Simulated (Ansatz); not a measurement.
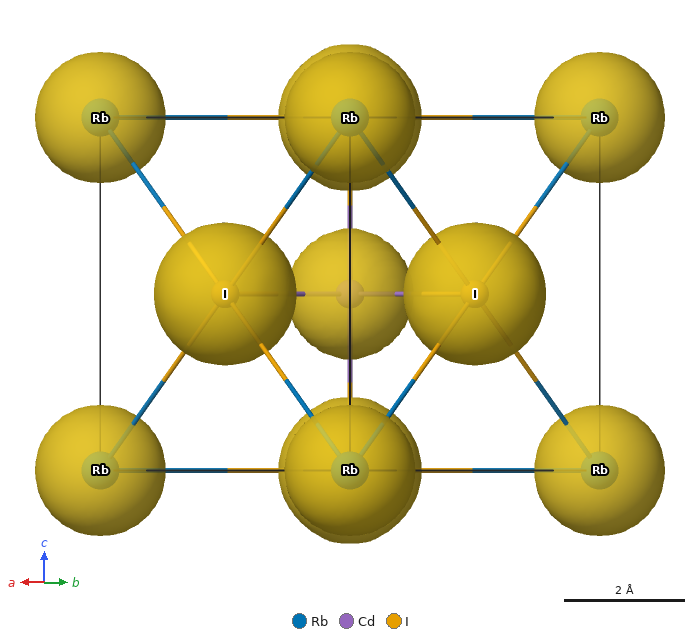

RbCdI3. Isosurface of the valence charge density (pseudo) at 0.4 e/Å³ (yellow), seen along [110]. Sticks mark near contacts.

Space group Pm-3m; started from the cubic perovskite prototype, which need not be the ambient phase.

Computed with Ansatz 0.2.0, DFT, r2SCAN+rVV10, plane waves, PAW.

The density is the valence pseudo-density of a PAW calculation; it isn't the true density close to the nuclei.

What does this surface tell about the bonding?

At this value the density breaks into separate islands; it holds about 80 % of the electrons treated as valence (semicore included). It bridges none of the near contacts. It is pinched off along the sampled Cd–I (2.95 Å) and Rb–I (4.17 Å) contacts. On the grid the lowest density along these lines, outside the cores, is 0.24 e/Å³ (Cd–I, 2.95 Å) and 0.02 e/Å³ (Rb–I, 4.17 Å).
